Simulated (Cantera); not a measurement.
A closed system holds: 1 mol B₂O₃, 0.082 mol O₂, 120 mol H₂, at 1.00 bar.

These are equilibrium values from Cantera (NASA tables, ideal gas, pure condensed phases), not measurements of a reactor. Candidate condensed phases: B, B₂O₃, B₃O₃H₃, H₂O; 23 gas species. Gases not in the tables: H₃BO₃. Equilibrium is a limit: real reactors are often held back by kinetics, nucleation or transport.

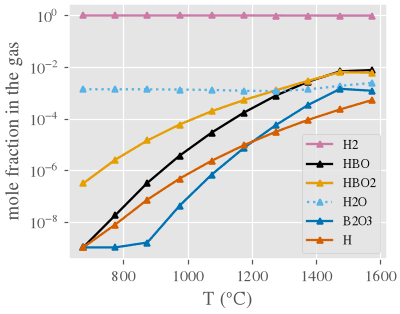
Figure. Equilibrium gas composition (values under 1e-9 drawn at 1e-9)

From 675 °C to 1375 °C the condensed part is B₂O₃(l). From 1475 °C to 1575 °C nothing is condensed.
